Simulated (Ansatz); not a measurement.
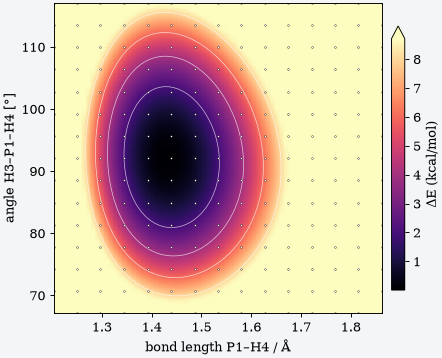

H₃PS, SMILES PS. First axis: bond length P1–H4. Second axis: angle H3–P1–H4. Nothing is relaxed (all other coordinates rigid). The grid has 15 × 15 points. Points are written as (first, second). All energies are given in kcal/mol relative to the relaxed molecule at the same level. All numbers below come from RKS SPW92 (LDA)/def2-TZVP (Ansatz 0.2.0).

In the figure: a smooth colour map with a few white contour lines, dots at the grid points, one colour for all values above the top of the scale. Between grid points the surface is interpolated.

Where is the minimum, and how stiff is the well along each coordinate?

Answer. The interpolated minimum is at bond length P1–H4 ≈ 1.433 Å, angle H3–P1–H4 ≈ 92.1°. The curvatures there are about 19 eV/Å² and 4.4 eV/rad², with a cross term of about 0.5 eV/(Å·rad). Round the minimum the two coordinates are weakly coupled (coupling 0.06 in units of the two stiffnesses). (1 eV is 23.1 kcal/mol.)
